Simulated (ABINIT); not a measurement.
# Quasiparticle gap of K2NaYF6 (Fm-3m) in ABINIT, part 2 of 2

How does a plane-wave GW calculation on K2NaYF6 (Fm-3m) run from the first input to the gap?

ABINIT 10.8.3; PBEsol and many-body steps on it, plane waves. Known limits of the many-body steps: not at the basis limit; no spin-orbit coupling; coarse k mesh.

So far. Step 2 (Ground state): The gap is direct, at Γ. Step 3 (Empty states on the mesh, 2×2×2 mesh, 279 bands): On this mesh the gap is 6.161 eV.

**4. Screening, 2×2×2 mesh, 255 bands, screening to 130.6 eV**

The RPA dielectric matrix is built and inverted for each q.

This step: RPA screening on PBEsol, plane waves, norm-conserving pseudopotentials.

run.abi reads:

```
acell 3*1.0 Angstrom
rprim 
  -0.000000000000 4.458286000000 4.458286000000
  4.458286000000 0.000000000000 4.458286000000
  4.458286000000 4.458286000000 0.000000000000
ntypat 4
znucl 19 11 39 9
natom 10
typat 1 1 2 3 4 4 4 4 4 4
xred 
  0.750000000000 0.750000000000 0.750000000000
  0.250000000000 0.250000000000 0.250000000000
  0.500000000000 0.500000000000 0.500000000000
  0.000000000000 -0.000000000000 0.000000000000
  0.755598000000 0.244402000000 0.244402000000
  0.244402000000 0.244402000000 0.755598000000
  0.244402000000 0.755598000000 0.755598000000
  0.244402000000 0.755598000000 0.244402000000
  0.755598000000 0.244402000000 0.755598000000
  0.755598000000 0.755598000000 0.244402000000
pp_dirpath "pseudos"
pseudos "K.upf, Na.upf, Y.upf, F.upf"
ecut 38
ngkpt 2 2 2
nshiftk 1
shiftk 0 0 0
kptopt 1
chksymbreak 0
istwfk *1
occopt 1
irdwfk 1
optdriver 3
nband 255
ecuteps 4.8
inclvkb 2
awtr 1
symchi 1
indata_prefix "in"
outdata_prefix "out"
tmpdata_prefix "tmp"
```

Launch:

```console
OMP_NUM_THREADS=1 mpirun -n 4 abinit run.abi > log
```

Numbers of over 12 decimals in the logs are rounded to 6 here.

The log of the run:

```text
.Version 10.8.3 of ABINIT. v10.8.2 released Aug 2026.

 Symmetries : space group Fm -3 m (#225); Bravais cF (face-center cubic)
[... echo of the input left out ...]
== DATASET  1 ==================================================================
-   mpi_nproc: 4, omp_nthreads: 1 (-1 if OMP is not activated)

--- !DatasetInfo
iteration_state: {dtset: 1, }
dimensions: {natom: 10, nkpt: 3, mband: 255, nsppol: 1, nspinor: 1, nspden: 1, mpw: 13424, }
cutoff_energies: {ecut:  38.0, pawecutdg:  -1.0, }
electrons: {nelect:   8.00000000E+01, charge:   0.00000000E+00, occopt:   1.00000000E+00, tsmear:   1.00000000E-02, }

 SCREENING: Calculation of the susceptibility and dielectric matrices

 Based on a program developped by R.W. Godby, V. Olevano, G. Onida, and L. Reining.
 Incorporated in ABINIT by V. Olevano, G.-M. Rignanese, and M. Torrent.
.Using double precision arithmetic ; gwpc =  8

[... cell and pseudopotentials left out ...]
--------------------------------------------------------------------------------

 ==== K-mesh for the wavefunctions ====
 Number of points in the irreducible wedge :     3
[... list of points left out ...]
 Together with 48 symmetry operations and time-reversal symmetry
 yields     8 points in the full Brillouin Zone.

 ==== Q-mesh for the screening function ====
 Number of points in the irreducible wedge :     3
[... list of points left out ...]
 Together with 48 symmetry operations and time-reversal symmetry
 yields     8 points in the full Brillouin Zone.

 setmesh: FFT mesh size selected  =    45x   45x   45
          total number of points  =        91125

 vcoul_init : cutoff-mode = AUXILIARY_FUNCTION
 q-points for optical limit:   1
     1)      0.000010    0.000020    0.000030

- screening: taking advantage of time-reversal symmetry
- Maximum band index for partially occupied states nbvw = 40
- Remaining bands to be divided among processors   nbcw = 215
- Number of bands treated by each node ~53

 Number of electrons calculated from density =   80.0000; Expected =   80.0000
 average of density, n =  0.066890
 r_s =    1.5282
 omega_plasma =   24.9480 [eV]

 calculating chi0 at frequencies [eV] :
  1    0.000000E+00    0.000000E+00
  2    0.000000E+00    2.494798E+01

--------------------------------------------------------------------------------
  q-point number  1        q = ( 0.000000, 0.000000, 0.000000) [r.l.u.]
--------------------------------------------------------------------------------
[... chi0 elements left out ...]
 For q-point:  0.000010 0.000020 0.000030
  dielectric constant =   1.9340
  dielectric constant without local fields =   2.1299

  Average fulfillment of the sum rule on Im[epsilon] for q-point    1 :     54.49  [%]
[... wings left out ...]
  q-point number  2        q = ( 0.500000, 0.000000, 0.000000) [r.l.u.]
--------------------------------------------------------------------------------
[... chi0 elements left out ...]
  Average fulfillment of the sum rule on Im[epsilon] for q-point    2 :     58.41  [%]

 [... 1 further q-points ...]
```

The job ended after 2.2 min (4 MPI ranks of Arm Neoverse V2, shared host; peak memory 2.9 GiB; 8.6 min of CPU time).

This step gave:

| Item | Value |
| --- | --- |
| ε∞ with local fields, on this mesh, along the program's q direction | 1.934 |
| the same without local fields | 2.130 |
| plasma frequency | 24.95 eV |
| plane waves in the screening matrix | 609 |

Local fields lower ε∞ by 9 %. On a Γ-centred mesh this coarse the value itself is usually too large, while a short band sum pulls it down.

**5. Self-energy, 2×2×2 mesh, 255 bands, screening to 130.6 eV**

The self-energy is evaluated for the states that the input lists, and the levels follow from it, in one-shot runs by the linearised quasiparticle equation.

This step: G0W0 on PBEsol, plane waves, norm-conserving pseudopotentials.

run.abi: that of step 4 with these lines changed.

```diff
@@ -31,8 +31,15 @@
 irdwfk 1
-optdriver 3
+optdriver 4
 nband 255
+gwcalctyp 0
+ecutsigx 38
+symsigma 1
+nkptgw 1
+kptgw 
+  0.0000000000 0.0000000000 0.0000000000
+bdgw 
+  38 44
 ecuteps 4.8
-inclvkb 2
-awtr 1
-symchi 1
+irdscr 1
+ppmodel 1
 indata_prefix "in"
```

The log of the run:

```text
.Version 10.8.3 of ABINIT. v10.8.2 released Aug 2026.

 Symmetries : space group Fm -3 m (#225); Bravais cF (face-center cubic)
[... echo of the input left out ...]
== DATASET  1 ==================================================================
-   mpi_nproc: 4, omp_nthreads: 1 (-1 if OMP is not activated)

--- !DatasetInfo
iteration_state: {dtset: 1, }
dimensions: {natom: 10, nkpt: 3, mband: 255, nsppol: 1, nspinor: 1, nspden: 1, mpw: 13424, }
cutoff_energies: {ecut:  38.0, pawecutdg:  -1.0, }
electrons: {nelect:   8.00000000E+01, charge:   0.00000000E+00, occopt:   1.00000000E+00, tsmear:   1.00000000E-02, }

 SIGMA: Calculation of the GW corrections

 Based on a program developped by R.W. Godby, V. Olevano, G. Onida, and L. Reining.
 Incorporated in ABINIT by V. Olevano, G.-M. Rignanese, and M. Torrent.
.Using double precision arithmetic ; gwpc =  8

[... cell and pseudopotentials left out ...]
--------------------------------------------------------------------------------

 ==== K-mesh for the wavefunctions ====
 Number of points in the irreducible wedge :     3
[... list of points left out ...]
 Together with 48 symmetry operations and time-reversal symmetry
 yields     8 points in the full Brillouin Zone.

 ==== Q-mesh for screening function ====
 Number of points in the irreducible wedge :     3
[... list of points left out ...]
 Together with 48 symmetry operations and time-reversal symmetry
 yields     8 points in the full Brillouin Zone.

 vcoul_init : cutoff-mode = AUXILIARY_FUNCTION
 q-points for optical limit:   1
     1)      0.000010    0.000020    0.000030
 setmesh: FFT mesh size selected  =    72x   72x   72
          total number of points  =       373248

 Number of electrons calculated from density =   80.0000; Expected =   80.0000
 average of density, n =  0.066890
 r_s =    1.5282
 omega_plasma =   24.9480 [eV]

 === KS Band Gaps ===
  >>>> For spin  1
   Minimum direct gap =   6.1610 [eV], located at k-point      :   0.0000  0.0000  0.0000
   Fundamental gap    =   6.1610 [eV], Top of valence bands at :   0.0000  0.0000  0.0000
                                       Bottom of conduction at :   0.0000  0.0000  0.0000
 SIGMA fundamental parameters:
 PLASMON POLE MODEL  1
 number of plane-waves for SigmaX                13371
 number of plane-waves for SigmaC and W            609
 number of plane-waves for wavefunctions         13371
 number of bands                                   255
 number of independent spin polarizations            1
 number of spinorial components                      1
 number of k-points in IBZ                           3
 number of q-points in IBZ                           3
 number of symmetry operations                      48
 number of k-points in BZ                            8
 number of q-points in BZ                            8
 number of frequencies for dSigma/dE                 9
 frequency step for dSigma/dE [eV]                0.25
 number of omega for Sigma on real axis              0
 max omega for Sigma on real axis  [eV]           0.00
 zcut for avoiding poles [eV]                     0.10

 EPSILON^-1 parameters (SCR file):
 dimension of the eps^-1 matrix on file            609
 dimension of the eps^-1 matrix used               609
 number of plane-waves for wavefunctions         13371
 number of bands                                   255
 number of q-points in IBZ                           3
 number of frequencies                               2
 number of real frequencies                          1
 number of imag frequencies                          1

 matrix elements of self-energy operator (all in [eV])

 Perturbative Calculation

--- !SelfEnergy_ee
iteration_state: {dtset: 1, }
kpoint     : [   0.000,    0.000,    0.000, ]
spin       : 1
KS_gap     :    6.161
QP_gap     :    9.540
Delta_QP_KS:    3.379
data: !SigmaeeData |
     Band     E0 <VxcDFT>   SigX SigC(E0)      Z dSigC/dE  Sig(E)    E-E0       E
       38  -0.772 -22.132 -29.441   4.931   0.808  -0.237 -24.054  -1.922  -2.694
       39  -0.772 -22.132 -29.441   4.931   0.808  -0.237 -24.054  -1.922  -2.694
       40  -0.772 -22.132 -29.441   4.931   0.808  -0.237 -24.054  -1.922  -2.694
       41   5.389  -8.175  -3.998  -2.562   0.902  -0.109  -6.718   1.457   6.846
       42   7.505 -13.709  -7.709  -2.845   0.875  -0.142 -10.947   2.763  10.267
       43   7.505 -13.709  -7.709  -2.845   0.875  -0.142 -10.947   2.763  10.267
       44   7.505 -13.709  -7.709  -2.845   0.875  -0.142 -10.947   2.763  10.267

== END DATASET(S) ==============================================================
================================================================================

 -outvars: echo values of variables after computation  --------
           etotal      0.0000000000E+00
            nband         255
             nkpt           3
          spgroup         225
 [... the other variables as echoed above ...]

 Calculation completed.
```

The job ended after 25 s (4 MPI ranks; peak memory 2.2 GiB).

This step gave:

| Item | Value |
| --- | --- |
| G0W0 gap on the points computed | 9.54 eV |
| starting gap on the mesh | 6.161 eV |
| k of the valence top | 0, 0, 0 |
| k of the conduction bottom | 0, 0, 0 |
| Z at the valence top | 0.808 |
| Z at the conduction bottom | 0.902 |
| least direct G0W0 gap on the computed points | 9.54 eV |

The gap on the mesh goes from 6.16 eV to 9.54 eV, a correction of +3.38 eV.

Limits: finite bands, cutoff and mesh; no spin-orbit coupling; coarse k mesh. v1 is the top filled band, c1 the lowest empty one. The levels before and after the correction (eV, zero at the valence-band top of each column):

```csv
,conduction bottom,valence top
Kohn-Sham,6.16,0.00
G0W0,9.54,0.00
```

```csv
,level,energy (eV)
Kohn-Sham,Γ v3-v1,0.000
Kohn-Sham,Γ c1,6.161
Kohn-Sham,Γ c2-c4,8.277
G0W0,Γ v3-v1,0.000
G0W0,Γ c1,9.540
G0W0,Γ c2-c4,12.961
```

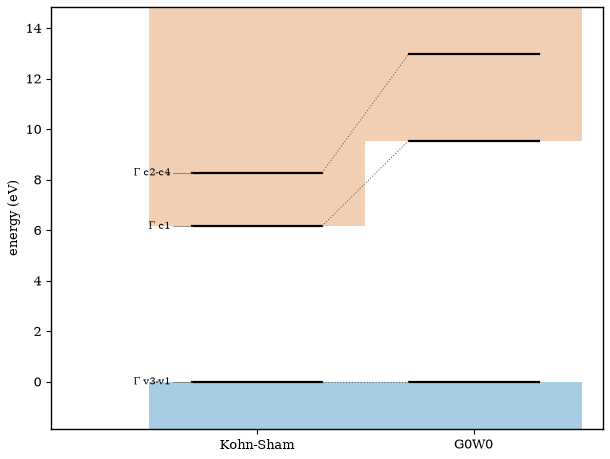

Levels before and after the correction. Shaded: valence and conduction bands.

**6. Where the time went**

Times are wall times on the hardware named with each run, good to a factor of about two.

```csv
step,time,share,memory (GiB)
ground state,96 s,21 %,0.79
empty states on the mesh,3.4 min,45 %,0.53
screening,2.2 min,29 %,2.9
self-energy,25 s,6 %,2.2
```

**7. Outcome**

- PBEsol gap: 6.16 eV, direct
- G0W0 gap on the mesh: 9.54 eV
- GW settings: 2×2×2 mesh, 255 bands, screening to 130.6 eV, Godby-Needs plasmon pole
- known limits: not at the basis limit; no spin-orbit coupling; coarse k mesh

What this shows: G0W0 moves the gap on the mesh from 6.16 eV to 9.54 eV (+3.38 eV), with Z of 0.81 and 0.90 at the edges. Local fields lower the RPA ε∞ on this mesh from 2.13 to 1.93; a Γ-centred mesh this coarse tends to raise both, most where the direct gap is narrow, while a short band sum lowers them. Only 1 of the mesh's irreducible points was corrected, so a valley elsewhere could overtake. The dearest step here is «empty states on the mesh». Bands and cutoff are finite, so the gap is not at the basis limit. The miss can reach some tenths of an eV and take either sign; the mesh is an error of its own. In the G0W0 run levels were corrected at 1 k point alone, so a gap called «on the mesh» is the least over those, and an edge elsewhere would be missed. The 2×2×2 mesh is coarse for this cell, which bears on the long-range parts of exchange and screening. The many-body steps are scalar-relativistic: spin-orbit coupling is not in them.

[Paths, hosts, dates, memory and timing lines, banners, echoed tables and standing remarks are left out of the program output.]

[Logs are printed without paths, hosts, clocks, repeated set-up lines and the standing remarks that a program may print on its own settings, such as how far it seeks lower states.]

[Runs of the session that timed out or met a known fault of the program may be left out.]

[Hosts, paths, dates, database ids (printed as entryN), source tags and the programs' standing remarks are cut or masked in the printed files.]

[G0W0 gaps are taken among the corrected bands and points alone; a level outside them can change the order at an edge.]

[Where Ansatz stands beside ABINIT at settings called matched, ABINIT's density can come from a denser mesh and the files from another edition; pairs whose starting gaps differed by over 0.03 eV were left out, so agreement reads better than it is.]
